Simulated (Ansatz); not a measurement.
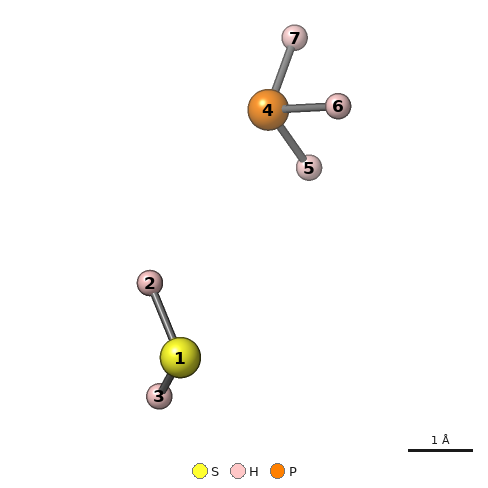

Source: calculation with Ansatz.

Orthographic view. Depth is shown by fading: the farther an atom, the more it takes the colour of the background. Geometry: a pair of rigid molecules at a changed separation.

List all interatomic distances (Å) as a matrix.

| atom | S1 | H2 | H3 | P4 | H5 | H6 | H7 |
| --- | --- | --- | --- | --- | --- | --- | --- |
| S1 | 0.00 |  |  |  |  |  |  |
| H2 | 1.34 | 0.00 |  |  |  |  |  |
| H3 | 1.34 | 1.94 | 0.00 |  |  |  |  |
| P4 | 4.81 | 3.87 | 5.01 | 0.00 |  |  |  |
| H5 | 4.91 | 4.23 | 4.83 | 1.42 | 0.00 |  |  |
| H6 | 4.94 | 4.23 | 5.40 | 1.42 | 2.07 | 0.00 |  |
| H7 | 6.23 | 5.27 | 6.39 | 1.42 | 2.07 | 2.07 | 0.00 |
